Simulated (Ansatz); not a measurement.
## Electronic structure of Cl$_{3}$In···F (doublet) in real space

Input file:

```
crystal:
  periodic: [false, false, false]
  atoms:
    - { symbol: In, position_ang: [-0.000294, -4.0e-06, -0.111541] }
    - { symbol: Cl, position_ang: [-0.001226, -5.5e-05, 2.295891] }
    - { symbol: Cl, position_ang: [2.036864, 1.3e-05, -1.225276] }
    - { symbol: Cl, position_ang: [-2.036637, 1.3e-05, -1.226812] }
    - { symbol: F, position_ang: [0.001293, 3.3e-05, 5.007738] }
magnetization:
  spin_polarized: true
  initial_magnetization: 1
basis:
  gaussian: { orbitals: def2-SVP }
hamiltonian:
  xc: hf
relax:
  f_tol: 0.03
  max_steps: 50
output:
  orbitals: {}
```

Command:

```sh
ansatz run input.yaml --threads 2 --pin off --max-ram 3072MiB --backend cpu --events-out ev --progress --plain --runs-dir out
```

The fields are those of the run's last geometry, not of the input's.

Core potentials replace the inner electrons of In.

Level of theory: UHF/def2-SVP (Ansatz 0.2.0).

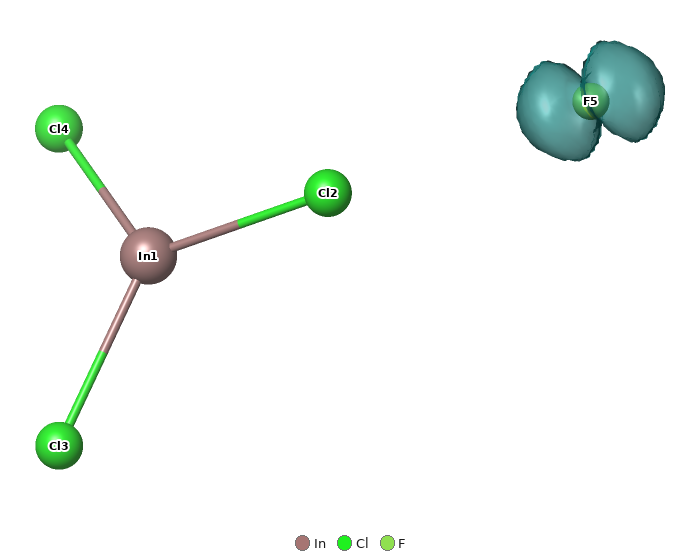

Figure 1. Isosurface of the spin density at +0.2 e/Å³ (teal), seen at a tilt.

### Which atoms carry the spin?

The unpaired spin (1 electron) lies mostly on F5 (about 1.0), in electrons by Hirshfeld's partition.

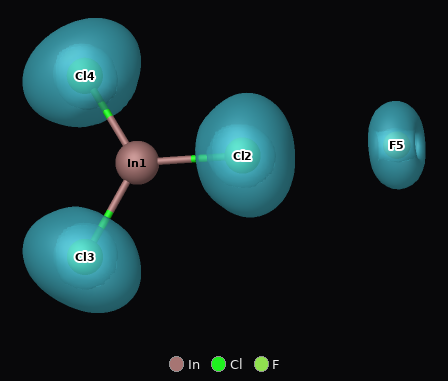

Figure 2. Isosurface of the ELF at 0.75 (cyan), seen at a tilt. Core shells and regions of very low density are left out.

### Identify the bonds, lone pairs and shells in this picture.

The ELF exceeds this value in three regions wrapped around Cl (the valence shell of each) and one region wrapped around F (its valence shell). Profiles from the grid: Cl2···F5 (3.41 Å): the ELF dips to about 0 between them (a weak contact between the two molecules). In–Cl (2.32 Å): the ELF peaks at about 0.80 in the valence shell of Cl, 0.9 Å from its nucleus, and drops to about 0.15 between the two atoms.

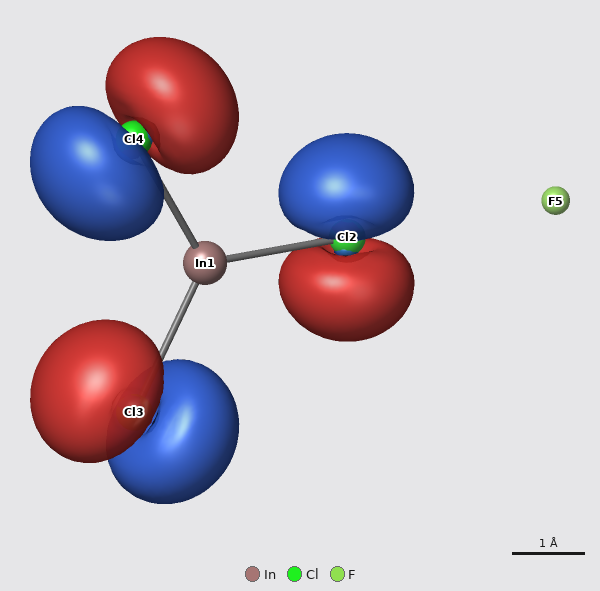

Figure 3. The HOMO (β) at ±0.1 Å⁻³ᐟ² (red and blue are the two phases), seen at a tilt.

### Where does this orbital lie, and at what energy?

Its weight (Hirshfeld) is mainly on Cl3 (about 35 %), Cl4 (about 35 %) and Cl2 (about 25 %); it is symmetric in the molecular plane (an in-plane orbital: σ, lone-pair or in-plane π type); largely a combination of lone pairs on Cl3, Cl4 and Cl2. Its energy is −12.64 eV.
